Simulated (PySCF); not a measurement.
# One shape, several levels: SiH3S2F (SMILES F[SiH](S)S)

We compute a comparison of 6 runs (HF/3-21G, PBE/STO-3G, B3LYP/6-31G*, BLYP/6-31G*, PBE0/def2-SVP) of SiH3S2F. 

Program for the calculation: PySCF 2.14.0.

### 1 The structure to begin with

SiH3S2F: 7 atoms, total charge 0, spin state singlet. As SMILES, `F[SiH](S)S`. Geometry: relaxed at PBE0-D4/def2-TZVP. This is one conformer, not always the lowest.

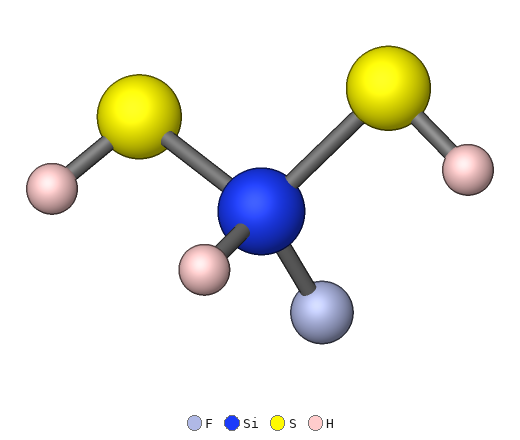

Viewed from a chosen angle; fluorine light blue, silicon blue, sulfur yellow, hydrogen pink.

### 2 Energy and forces at HF/3-21G (run 1)

Input file mol.xyz:

```xyz
7
FH3S2Si
F     -1.160800    -1.275500     0.097800
Si     0.009200    -0.203800    -0.075600
S      0.815000     0.448700     1.766100
S     -0.792200     1.543200    -0.959000
H      1.043300    -0.886200    -0.880100
H      1.722800    -0.542000     1.807600
H     -1.576200     0.847700    -1.802400
```

Input file run.py:

```python
# F[SiH](S)S
import pyscf.grad
from pyscf import gto

mol = gto.M(
    atom='mol.xyz',
    verbose=4,
    basis='3-21g',
    max_memory=1860,
    spin=0,
)

mf = mol.RHF()
mf.conv_tol = 1e-10
mf.kernel()
if not mf.converged:
    mf = mf.newton().run(mf.mo_coeff, mf.mo_occ)

e_tot = mf.e_tot
print('E = %.10f Eh' % e_tot)
grad = mf.Gradients().kernel()
dip = mf.dip_moment()
pop, q = mf.mulliken_pop()
```

On the command line:

```
$ OMP_NUM_THREADS=1 python run.py
```

What it wrote:

```text
PySCF version 2.14.0

[... 61 lines left out ...]
converged SCF energy = -1179.24591269598
[... 14 lines left out ...]
Dipole moment(X, Y, Z, Debye):  1.38904, -2.15263, -1.66288
[... 62 lines left out ...]
charge of    6H =      0.10104
```

It took 2.6 s on 1 thread of Intel Xeon at 2.70GHz, shared host; peak memory 0.13 GiB.

### 3 Energy and gradient at PBE/STO-3G (run 2)

Input file input.py:

```python
from pyscf import gto, dft

mol = gto.M(
    atom='''
F     -1.160800    -1.275500     0.097800
Si     0.009200    -0.203800    -0.075600
S      0.815000     0.448700     1.766100
S     -0.792200     1.543200    -0.959000
H      1.043300    -0.886200    -0.880100
H      1.722800    -0.542000     1.807600
H     -1.576200     0.847700    -1.802400
''',
    verbose=4,
    basis='sto-3g',
    max_memory=1860,
    charge=0,
)

mf = dft.RKS(mol, xc='pbe')
mf.grids.level = 5
mf.conv_tol = 1e-10
mf.kernel()
if not mf.converged:
    mf = mf.newton().run(mf.mo_coeff, mf.mo_occ)

etot = mf.e_tot
print(f'total energy: {etot:.8f} hartree')
grad = mf.nuc_grad_method().kernel()
dip = mf.dip_moment()
pop, q = mf.mulliken_pop()
```

On the command line:

```
$ OMP_NUM_THREADS=1 python input.py
```

What it wrote:

```text
PySCF version 2.14.0

[... 78 lines left out ...]
converged SCF energy = -1173.29918148298
total energy: -1173.29918148 hartree
[... 14 lines left out ...]
Dipole moment(X, Y, Z, Debye):  0.33786, -1.44272, -0.74088
[... 43 lines left out ...]
charge of    6H =     -0.01216
```

It took 11 s on 1 thread of Intel Xeon at 2.70GHz, shared host; peak memory 0.41 GiB.

Runs 3 to 5 aren't shown in full; the table further down has their settings and results.

### 4 Energy and gradient at PBE0/def2-SVP (run 6)

Input file run.py:

```python
# F[SiH](S)S
from pyscf import gto, dft

mol = gto.M(
    atom='''
F     -2.193594    -2.410346     0.184815
Si     0.017385    -0.385126    -0.142863
S      1.540127     0.847920     3.337445
S     -1.497041     2.916225    -1.812247
H      1.971551    -1.674675    -1.663148
H      3.255620    -1.024232     3.415869
H     -2.978586     1.601921    -3.406042
''',
    max_memory=1860,
    unit='bohr',
    verbose=4,
    spin=0,
    basis='def2-svp',
)

mf = dft.RKS(mol, xc='pbe0')
mf.conv_tol = 1e-10
mf.grids.level = 5
mf.kernel()
if not mf.converged:
    mf = mf.newton().run(mf.mo_coeff, mf.mo_occ)

e_final = mf.e_tot
print(f'total energy: {e_final:.8f} hartree')
grad = mf.nuc_grad_method().kernel()
mf.analyze()
```

On the command line:

```
$ OMP_NUM_THREADS=1 python run.py
```

What it wrote:

```text
PySCF version 2.14.0

[... 101 lines left out ...]
MO #3   energy= -66.3213988468289  occ= 2
[... 15 lines left out ...]
MO #19  energy= -0.758433985036059 occ= 2
[... 15 lines left out ...]
MO #35  energy= 0.104815554929693  occ= 0
[... 15 lines left out ...]
MO #51  energy= 0.643688092290502  occ= 0
[... 15 lines left out ...]
MO #67  energy= 1.32067602854139   occ= 0
[... 15 lines left out ...]
MO #83  energy= 3.54171824830814   occ= 0
[... 93 lines left out ...]
Dipole moment(X, Y, Z, Debye):  0.96512, -0.95414, -0.89069
```

Wall time 25 s (1 thread of Intel Xeon at 2.70GHz, shared host); peak memory 0.81 GiB.

### 5 The series

```csv
run,level,integration grid,Cartesian functions,energy (Eh),dipole moment (D),HOMO energy (eV),LUMO energy (eV),wall time
1,HF/3-21G,–,no,-1179.245913,3.05,-11.17,3.93,2.6 s
2,PBE/STO-3G,5,no,-1173.299181,1.66,-2.27,4.49,11 s
3,B3LYP/6-31G* (spherical functions),5,no,-1187.622156,1.85,-7.56,-0.02,27 s
4,BLYP/6-31G* (spherical functions),5,no,-1187.538824,1.75,-6.36,-0.62,28 s
5,B3LYP/6-31G* (Cartesian functions),5,yes,-1187.630825,1.84,-7.56,-0.02,28 s
6,PBE0/def2-SVP,5,no,-1186.723130,1.62,-7.80,0.29,25 s
```

### 6 Summary of results

| quantity | value |
| --- | --- |
| run 6: total energy | -1186.72313 Eh |
| run 6: dipole moment | 1.62 D |
| run 6: HOMO energy | -7.80 eV |
| run 6: LUMO energy | 0.29 eV |
| run 6: HOMO–LUMO gap | 8.09 eV |
| run 6: largest force on an atom | 1.018 eV/Å |

What this shows: The dipole moment (its size) runs from 1.62 D (PBE0/def2-SVP) to 3.05 D (HF/3-21G). The two ends differ in method and basis. The HOMO–LUMO gap runs from 5.74 eV (BLYP/6-31G*) to 15.10 eV (HF/3-21G). Totals of different functionals can't be ranked against each other. In run 2 the basis is minimal, so the values are rough. All runs together took 2 min, the longest 28 s.
